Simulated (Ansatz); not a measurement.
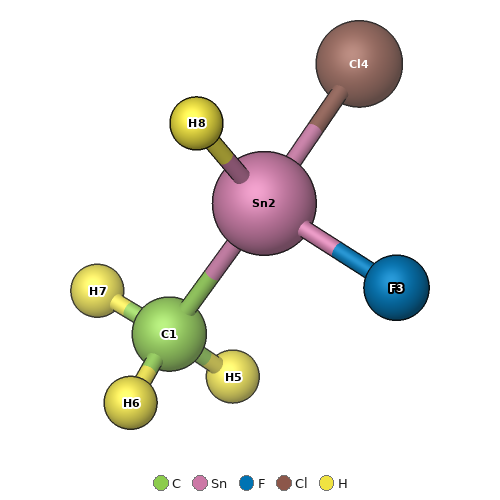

The system is CH₄ClFSn (SMILES [CH3][SnH]([F])[Cl]) with the probe Br-; the picture shows it without the atoms that are moved over the map. The probe is moved over the molecule's main plane. First axis: x of the probe's Br atom. Second axis: y of the probe's Br atom. Nothing is relaxed (molecule and probe rigid). Grid: 13 × 11 points. At 30 points there is no value (left out of the scan, as a rule where atoms come close). Points are written as (first, second). Energies are in kJ/mol, from the lowest grid point. Energies and slopes of some neighbouring points disagree (a jump in structure or state, or too coarse a mesh). Level of theory: Ansatz, RHF/def2-SVPD.

Range: x of the probe's Br atom from −5.94 to 5.94 Å; y of the probe's Br atom from −4.95 to 4.95 Å.

**What will the energy surface look like?**

The lowest grid point is at (−1.98 Å, 4.95 Å) [nearest 1 H at 2.78 Å]. It lies at the edge of the scanned range, so the true minimum may lie outside. The highest grid point, (−2.97 Å, 1.98 Å) [nearest 1 H at 1.21 Å], lies 1867 kJ/mol above the lowest.

```csv
"y of the probe's Br atom ↓, x of the probe's Br atom →",−5.94,−4.95,−3.96,−2.97,−1.98,−0.99,0.00,0.99,1.98,2.97,3.96,4.95,5.94
4.95,18,12,6,1,0,1,6,18,30,38,42,44,44
3.96,13,6,1,28,111,109,31,28,50,53,48,47,47
2.97,9,1,36,391,–,–,364,230,372,229,86,53,49
1.98,5,4,207,1867,–,–,1746,–,–,–,291,70,52
0.99,4,9,441,–,–,–,–,–,–,–,681,97,56
0.00,7,3,205,–,–,–,–,–,–,–,624,98,58
−0.99,13,5,27,210,1072,–,–,–,–,998,234,76,58
−1.98,22,17,18,73,811,–,–,–,344,160,86,63,57
−2.97,30,29,34,65,344,–,–,657,135,75,65,60,56
−3.96,35,37,43,58,104,219,258,146,83,67,61,58,55
−4.95,39,42,46,55,67,80,85,78,69,63,59,56,54
```

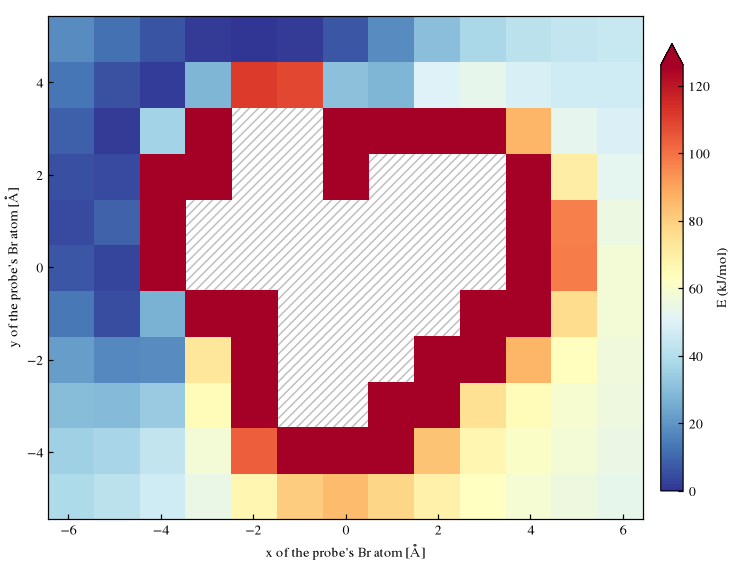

The picture shows one coloured cell a grid point, one colour for all values above the top of the scale, hatched blanks where no value was computed.

Each point was launched as `ansatz run input.yaml --threads 1 --pin off --max-ram 2560MiB --backend cpu --events-out ev --progress --plain --runs-dir out`. Time for the 113 points that were run: 46 min on 1 thread of Arm Neoverse N1, with other jobs on the host.
